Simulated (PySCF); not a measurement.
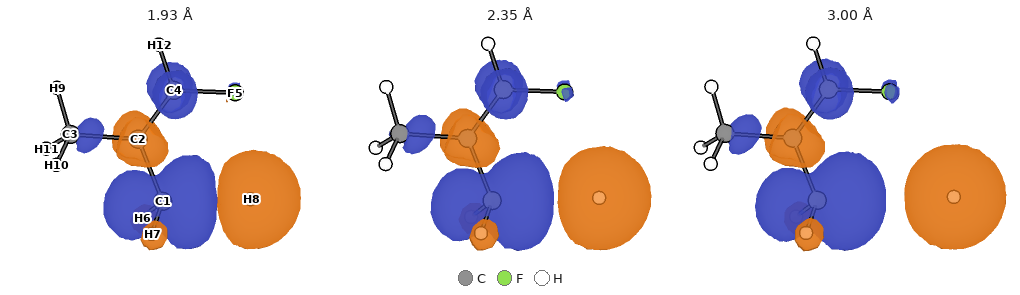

Figure. C₄H₇F, SMILES `CC(C)=CF`. Rigid stretch of the C1–H8 bond. Broken-symmetry UHF spin density at ±0.03 e/Å³ (orange: α, blue: β).

Computed with PySCF, 6-31G* basis, geometry: GFN2-xTB. No frequency check shows the geometry to be a minimum.

Input script:

```python
import numpy as np
from pyscf import gto, scf, mcscf

mol = gto.M(atom='''
C     -0.45275    -1.46402    -0.00060
C     -0.39347     0.03199    -0.00057
C     -1.70517     0.75263    -0.00099
C      0.74583     0.70391    -0.00011
F      1.95029     0.09156     0.00042
H     -0.99086    -1.81674    -0.87799
H     -0.98712    -1.81650     0.88250
H      0.54509    -1.89312    -0.00270
H     -1.56473     1.82989    -0.00082
H     -2.28221     0.47343     0.88401
H     -2.28594     0.47319    -0.87463
H      0.84651     1.77874    -0.00047
''', basis='6-31g*', charge=0, spin=0, verbose=4)
# stretch the bond between atoms 1 and 8, from long to short, fragments rigid
a, b, move = 0, 7, [7]
xyz = mol.atom_coords(unit='Angstrom')
u = xyz[b] - xyz[a]
r0 = np.linalg.norm(u)
rows, last, dm_u = [], None, None
for r in [3.0, 2.35, 1.93, 1.66, 1.44, 1.28, 1.18, 1.07, 0.98]:
    new = xyz.copy()
    new[move] += u / r0 * (r - r0)
    m = mol.set_geom_(new, unit='Angstrom', inplace=False)
    rhf = scf.RHF(m).density_fit(auxbasis='def2-universal-jkfit').run()
    uhf = scf.UHF(m).density_fit(auxbasis='def2-universal-jkfit').newton()
    if dm_u is None:
        c = rhf.mo_coeff
        h = m.nelectron // 2 - 1
        ca, cb = c.copy(), c.copy()
        ca[:, h], cb[:, h] = (c[:, h] + c[:, h + 1]) / 2**.5, (c[:, h] - c[:, h + 1]) / 2**.5
        dm_u = np.array([x[:, :h + 1] @ x[:, :h + 1].T for x in (ca, cb)])
    uhf.kernel(dm0=dm_u)
    for _ in range(3):
        c, _, stable, _ = uhf.stability(return_status=True)
        if stable:
            break
        uhf.kernel(c, uhf.mo_occ)
    dm_u = uhf.make_rdm1()
    mc = mcscf.CASSCF(rhf, 2, 2)
    mc.natorb = True
    mc.fix_spin_(ss=0)
    guess = mcscf.addons.make_natural_orbitals(uhf)[1] if last is None else mcscf.project_init_guess(mc, last.mo_coeff, last.mol)
    mc.kernel(guess)
    last = mc
    act = slice(mc.ncore, mc.ncore + mc.ncas)
    print('r %.3f  RHF %.6f  UHF %.6f  <S^2> %.3f  CASSCF %.6f  occupations' % (r, rhf.e_tot, uhf.e_tot, uhf.spin_square()[0], mc.e_tot), mc.mo_occ[act].round(4))
    rows.append((new, rhf.e_tot, uhf.e_tot, uhf.spin_square()[0], mc.e_tot, mc.mo_occ[act], mc.mo_coeff[:, act], dm_u[0] - dm_u[1], rhf.converged and uhf.converged and mc.converged))
    np.savez('result.npz', **{k: [row[i] for row in rows] for i, k in enumerate('xyz rhf uhf s2 cas occ c spin ok'.split())})
```

Run with:

```sh
OMP_NUM_THREADS=1 python input.py
```

The run took 2.2 min on 1 thread of Intel(R) Xeon(R) Platinum 8259CL CPU @ 2.50GHz (Skylake/Cascade Lake) (shared host), peak memory 0.22 GiB.

Question: How does the broken-symmetry solution share the spin, and how far is it from a pure singlet?

Answer: At 3.00 Å excess α spin lies mostly on H8 and excess β on C1; the two could be swapped at no cost. ⟨S²⟩ is 0.60 at 1.93 Å, 0.91 at 2.35 Å and 1.01 at 3.00 Å, against 0 for a pure singlet and 1 for an equal mix of singlet and triplet.

Question: Where does the UHF solution part from RHF?

Answer: Between 1.44 Å (⟨S²⟩ = 0, the two coincide) and 1.66 Å (⟨S²⟩ = 0.06); at 3.00 Å ⟨S²⟩ is 1.01 and UHF lies 3.8 eV below RHF.

Question: How much energy does the stretch cost?

Answer: By CASSCF, 4.4 eV from the lowest point of the scan (1.07 Å) to 3.00 Å; RHF gives 7.7 eV from its own lowest point. The fragments aren't relaxed and dynamic correlation is missing, so this isn't a bond dissociation energy.
